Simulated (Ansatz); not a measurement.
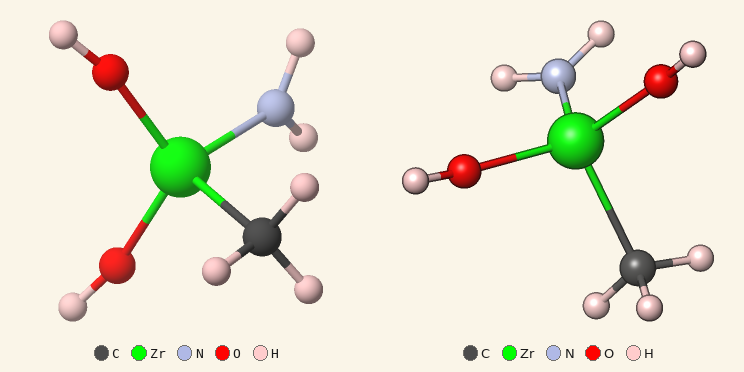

The same structure drawn twice, from different directions.

The species is neutral and a spin singlet.

Description:

It has 12 atoms: 1 carbon, 7 hydrogen, 1 nitrogen, 2 oxygen and 1 zirconium (CH7NO2Zr). As SMILES it reads `[CH3][Zr]([NH2])([OH])[OH]`. This geometry has Cs symmetry. Coordination, clear cases only: 1 C tetrahedral; 1 Zr tetrahedral; 1 N trigonal planar.

The parts below concern this one geometry. Atoms keep their numbers from picture to picture. The geometry was computed by an optimisation with PBE0-D4/def2-TZVP.

Levels of theory compared

Program: Ansatz 0.2.0.

Compare HOMO–LUMO gap (eV) at these levels: B97M-V/def2-TZVPP; PBE-D4/def2-TZVPP; PBE0-D4/def2-QZVPP; PBE0-D4/def2-SVP; PBE0-D4/def2-TZVPP; SPW92 (LDA)/def2-TZVPP; r2SCANh-D4/def2-TZVPP; revPBE-D4/def2-TZVPP; ωB97M-V/def2-QZVPP; ωB97M-V/def2-TZVPP.

```json
{"level": "B97M-V/def2-TZVPP", "HOMO–LUMO gap (eV)": "5.19"}
{"level": "PBE-D4/def2-TZVPP", "HOMO–LUMO gap (eV)": "4.79"}
{"level": "PBE0-D4/def2-QZVPP", "HOMO–LUMO gap (eV)": "6.67"}
{"level": "PBE0-D4/def2-SVP", "HOMO–LUMO gap (eV)": "6.83"}
{"level": "PBE0-D4/def2-TZVPP", "HOMO–LUMO gap (eV)": "6.77"}
{"level": "SPW92 (LDA)/def2-TZVPP", "HOMO–LUMO gap (eV)": "4.78"}
{"level": "r2SCANh-D4/def2-TZVPP", "HOMO–LUMO gap (eV)": "6.23"}
{"level": "revPBE-D4/def2-TZVPP", "HOMO–LUMO gap (eV)": "4.75"}
{"level": "ωB97M-V/def2-QZVPP", "HOMO–LUMO gap (eV)": "9.73"}
{"level": "ωB97M-V/def2-TZVPP", "HOMO–LUMO gap (eV)": "9.94"}
```

Thermal motion

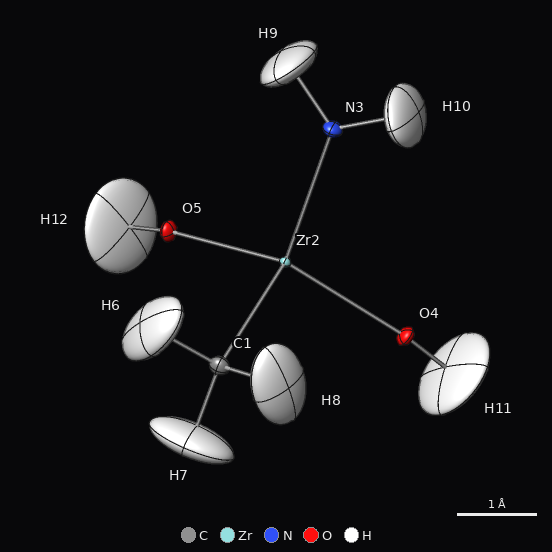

Displacement ellipsoids at the 50 % level, enlarged 1.5 times, from the internal vibrations of the free molecule (harmonic, no overall translation or rotation; no half-axis is drawn under 0.075 Å). Vibrations computed with RKS PBE0-D4/def2-TZVP, core potentials on Zr (Ansatz 0.2.0). Temperature: 0 K (zero-point motion alone).

Which atom has the largest mean-square displacement?

Answer. H11, H12, with U_eq = 0.0481 Å².

Does H12 move more along its bond or across it?

Answer. Across it: the root-mean-square amplitude is 0.075 Å along the bond and up to 0.265 Å across, since bending and torsion are softer than stretching.

List U_eq and the three principal root-mean-square amplitudes for each kind of atom.

```
    atom  U_eq (Å²)   rms amplitudes (Å)
      C1     0.0031  0.050, 0.057, 0.060
     Zr2    0.00029  0.016, 0.017, 0.018
      N3     0.0029  0.043, 0.057, 0.060
  O4, O5     0.0029  0.040, 0.059, 0.061
  H6, H8     0.0342  0.090, 0.175, 0.252
      H7     0.0341  0.090, 0.174, 0.253
 H9, H10     0.0316  0.083, 0.172, 0.242
H11, H12     0.0475  0.075, 0.260, 0.263
```

Charges

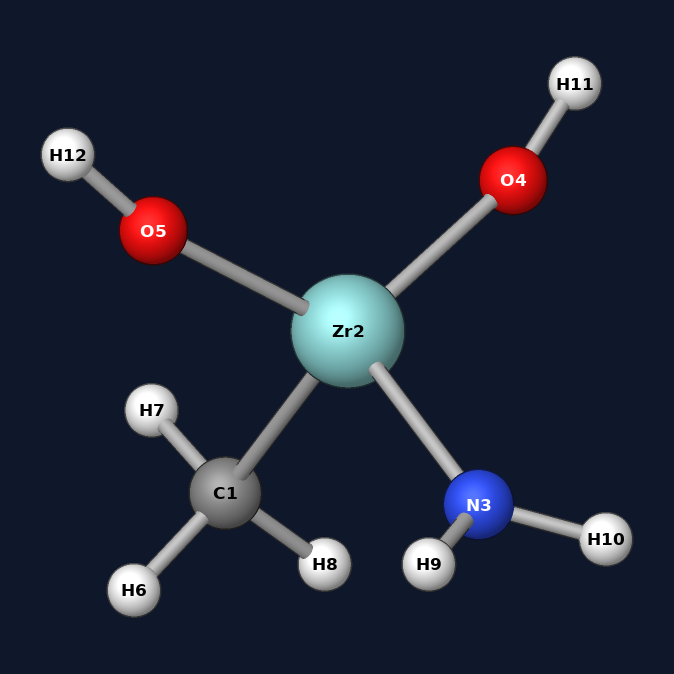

The questions are on Mulliken charges. Properties computed with RKS r2SCAN-D4/def2-TZVPP, core potentials on Zr (Ansatz 0.2.0).

Give the Mulliken charges atom by atom.

```csv
atom,value (e)
C1,−0.51
Zr2,1.33
N3,−0.61
O4,−0.54
O5,−0.54
H6,0.07
H7,0.06
H8,0.07
H9,0.15
H10,0.15
H11,0.19
H12,0.19
```

Mulliken values depend strongly on the basis set and can even reverse the polarity of a bond.
